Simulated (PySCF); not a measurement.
# C3H4FNO: the cost of one run

The runs use PySCF 2.14.0, with density-fitted response routines of our own; the level of theory stands in each step. All values are computed, except where a source is named. Atoms are numbered from 0 throughout.

### Step 1. Starting geometry

10 atoms, charge 0, multiplicity 1; geometry from: GFN2-xTB. The atoms were then displaced at random by about 0.01 Å, so the start is not that level's minimum.

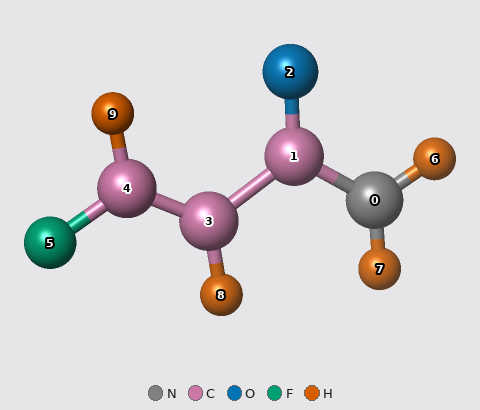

The starting geometry (nitrogen grey, carbon pink, oxygen blue, fluorine teal, hydrogen orange), atoms numbered.

### Step 2. Geometry optimisation at PBE0-D3(BJ)/def2-SVP

What the job is given:

```
{"job": {"xc": "PBE0", "basis": "def2-SVP", "d3": "d3bj", "grid": 1, "shake": 0.01, "kind": "geom"}, "charge": 0, "multiplicity": 1}
N     -1.794140    -0.142980     0.164480
C     -0.600490     0.461030     0.253670
O     -0.463470     1.582970     0.685430
C      0.554410    -0.385380    -0.223510
C      1.759500     0.064710    -0.187860
F      2.801990    -0.642820    -0.592890
H     -2.610270     0.401240     0.465500
H     -1.931570    -1.038090    -0.208430
H      0.301100    -1.370520    -0.574800
H      2.033380     1.048920     0.197360
```

Run with:

```sh
OMP_NUM_THREADS=1 python probes_run.py task.json out
```

One launch serves the whole session: the jobs run in the order shown.

Q: Estimate the wall time and peak memory of this first job on 1 thread of Arm Neoverse V1, shared host.

About 43 s, with a peak of 0.43 GiB.
